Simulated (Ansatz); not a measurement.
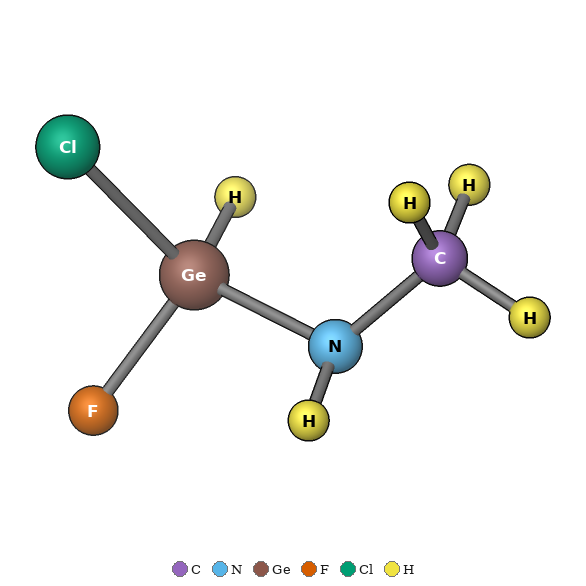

Ball-and-stick drawing of a structure. Every bond is drawn as one stick, whatever its order.

Description:

It has 10 atoms: 1 carbon, 5 hydrogen, 1 chlorine, 1 fluorine, 1 germanium and 1 nitrogen (CH₅ClFGeN). As SMILES it reads `C[NH][Ge@@H]([F])[Cl]`. This geometry has C1 symmetry. Coordination, clear cases only: 1 C tetrahedral; 1 Ge tetrahedral.

More results for the same structure follow; atom numbers are the same in all pictures, views and colours differ. The computed structure is the end point of a PBE0-D4/def2-TZVP optimisation.

Vibrations

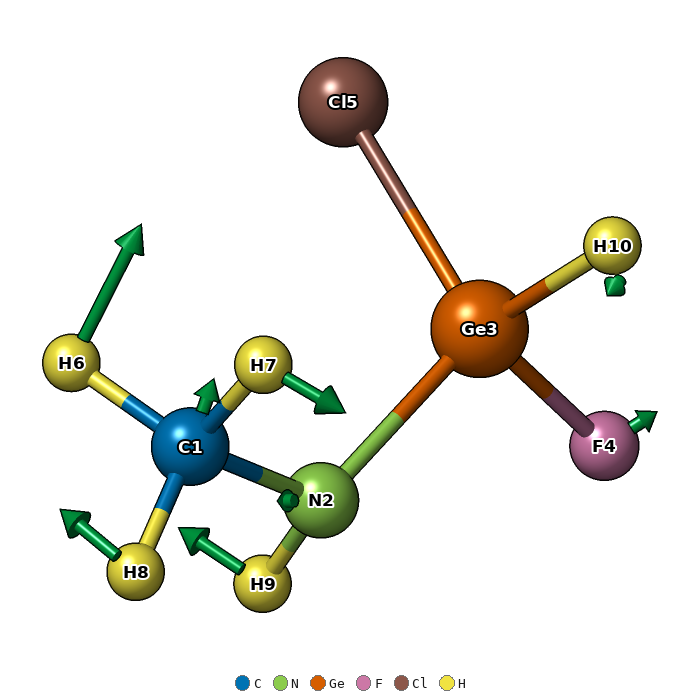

The arrows show one normal mode. Harmonic vibrations computed with RKS PBE0-D4/def2-TZVP (Ansatz 0.2.0) at a stationary point of the same level.

> At what wavenumber does it lie?

117 cm⁻¹; it is mode 2 of 24 counted from the lowest.

Levels of theory compared

Program: Ansatz 0.2.0.

At this fixed geometry, give HOMO–LUMO gap (eV), dipole (D) at these levels: B3LYP-D4/def2-TZVPP; PBE-D4/def2-TZVPP; r2SCAN-D4/def2-TZVPP; ωB97M-V/def2-TZVPP.

```csv
level,HOMO–LUMO gap (eV),dipole (D)
B3LYP-D4/def2-TZVPP,6.97,2.78
PBE-D4/def2-TZVPP,5.12,2.71
r2SCAN-D4/def2-TZVPP,5.76,2.77
ωB97M-V/def2-TZVPP,11.82,2.73
```

Charges

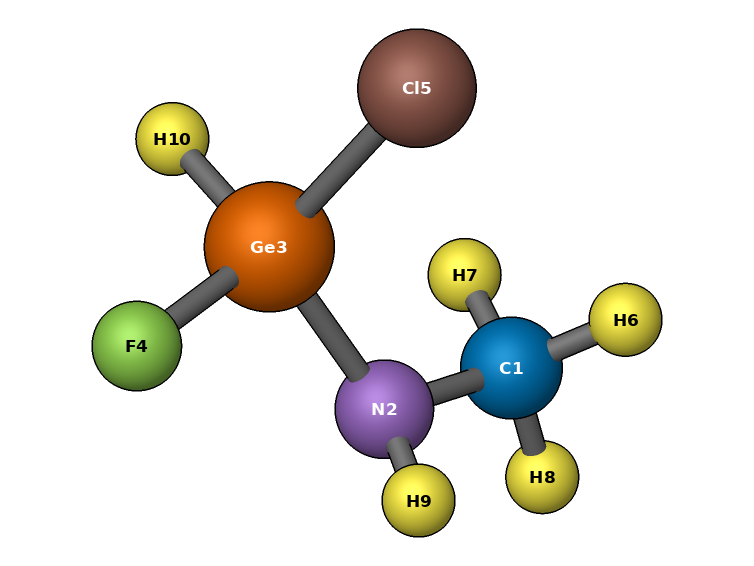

The questions are on Mulliken charges. Level of theory: RKS ωB97M-V/def2-TZVPP (Ansatz 0.2.0).

> Which atom carries the highest charge (most positive or least negative)?

Ge3 (0.69 e).

> And the lowest?

F4 (−0.36 e).

List the Mulliken charges.

| atom | value (e) |
| --- | --- |
| C1 | −0.25 |
| N2 | −0.31 |
| Ge3 | 0.69 |
| F4 | −0.36 |
| Cl5 | −0.28 |
| H6 | 0.13 |
| H7 | 0.12 |
| H8 | 0.12 |
| H9 | 0.11 |
| H10 | 0.04 |

Mulliken values depend strongly on the basis set and can even reverse the polarity of a bond.
